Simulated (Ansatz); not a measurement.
**AlN₂H₄F: molecular dynamics (part 6 of 6)**

AlN₂H₄F; RHF/def2-SVP (Ansatz 0.2.0). It belongs to a series of runs on one base structure; here: dynamics from the last frame of an earlier run.

Geometry of the input (Å):
```
Al -0.0143  0.0069  -0.1068
F  -0.0093  0.1493  1.5405
N  1.5845  0.1173  -0.9182
H  1.7353  0.2901  -1.9242
H  2.5220  0.0073  -0.4614
N  -1.5880  -0.1170  -0.8971
H  -2.5291  0.2050  -0.6422
H  -1.5639  -0.5991  -1.8182
```

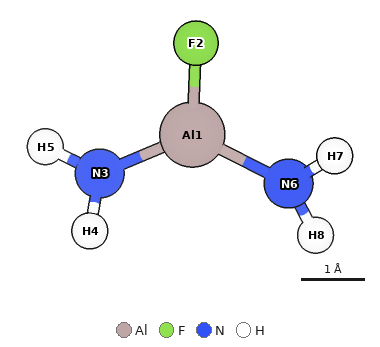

*The geometry at step 247 of the log (ball-and-stick view, seen at a tilt; atoms are numbered from 1 in the order of the input).*

**Trajectory as extended XYZ, continued**
```
8
Properties=species:S:1:pos:R:3:forces:R:3 step=244 time_fs=122.0 energy=-12312.79438 temperature=494.0
Al    0.0214    0.0450   -0.1116   -0.3411  -0.8098   0.0878
F    -0.0546    0.1518    1.5240   -0.1093   0.1014   0.5605
N     1.5480    0.0435   -0.9380    0.2030   0.5614  -0.4536
H     1.5176    0.8248   -1.5664    0.4942  -0.0454  -0.5690
H     2.4832   -0.0759   -0.6173    0.1508  -0.0672   0.1853
N    -1.5316   -0.1613   -0.8878   -1.2625   0.2572  -0.6154
H    -2.2901    0.0675   -0.2560    0.0311  -0.2246  -0.4007
H    -1.9236   -0.3417   -1.8214    0.8338   0.2271   1.2050
8
Properties=species:S:1:pos:R:3:forces:R:3 step=247 time_fs=123.5 energy=-12312.68306 temperature=358.0
Al    0.0217    0.0422   -0.1116   -0.6178  -0.7221   0.0629
F    -0.0489    0.1528    1.5154   -0.1390   0.1043   0.8857
N     1.5381    0.0465   -0.9241    0.6753   2.2041  -2.1162
H     1.5131    0.8640   -1.6010    0.6286  -1.9273   1.0927
H     2.4742   -0.1233   -0.6145   -0.0408   0.1245  -0.0179
N    -1.5261   -0.1567   -0.8878   -2.5828   0.2443  -0.4763
H    -2.3244    0.0462   -0.2571    0.9753  -0.3567  -0.8961
H    -1.9322   -0.3631   -1.8202    1.1013   0.3289   1.4652
8
Properties=species:S:1:pos:R:3:forces:R:3 step=250 time_fs=125.0 energy=-12312.67951 temperature=355.8
Al    0.0216    0.0388   -0.1116   -0.9181  -0.6508   0.0193
F    -0.0434    0.1540    1.5078   -0.1643   0.1014   1.1793
N     1.5293    0.0528   -0.9133    1.3174   2.3050  -2.4801
H     1.5218    0.8645   -1.6144    0.6233  -2.2110   1.4304
H     2.4642   -0.1684   -0.6121   -0.3132   0.2745  -0.1774
N    -1.5244   -0.1517   -0.8883   -2.2438   0.3139   0.4228
H    -2.3393    0.0175   -0.2763    0.9803  -0.2166  -0.6314
H    -1.9181   -0.3780   -1.7897    0.7184   0.0836   0.2372
```

**Results in brief**

| quantity | value |
| --- | --- |
| outcome | finished |
| mean temperature over the second half | 463 K |
| trajectory | 250 steps, 125 fs |
| ensemble | nvt_nose_hoover |
| temperature in the input | 500.0 K |
| time step | 0.5 fs |
| potential energy (last step) | −12312.6795 eV |
| mean-field energy (last step) | −12312.6795 eV |
| largest force (length of the vector) (last step) | 3.633 eV/Å |
| wall time | 3.4 min |
| peak memory | 0.13 GiB |

So short a trajectory is not equilibrated.
